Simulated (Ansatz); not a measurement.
```xyz
9

N     0.4457    2.0981   -0.8644
C     0.4863    0.9256   -0.5402
C     0.5893   -0.2978   -0.0931
C    -0.4648   -0.9618    0.7332
F    -1.6069   -0.1943    0.7822
H     0.0129    2.2986   -1.7642
H     1.4790   -0.8643   -0.3441
H    -0.7292   -1.9370    0.3094
H    -0.1239   -1.1136    1.7641
```

Geometry: PBE0-D4/def2-TZVP.

All numbers below come from RKS PBE0-D4/def2-TZVPP in Ansatz.

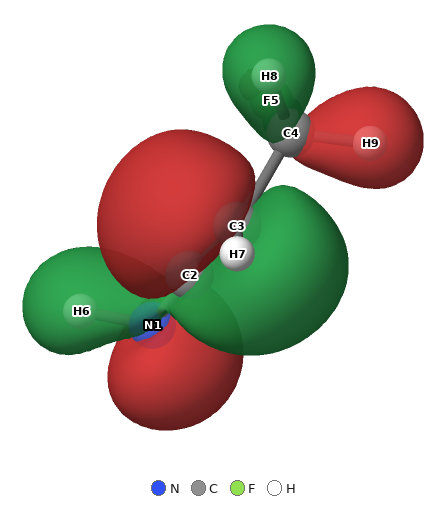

C₃H₄FN. The HOMO at ±0.08 Å⁻³ᐟ² (green and red are the two phases), seen at an oblique angle.

Q: Where does this orbital lie, and at what energy?

A: Its weight (Hirshfeld) is mainly on C3 (about 35 %), N1 (about 25 %), C2 (about 20 %) and C4 (about 5 %). Its energy is −6.78 eV.
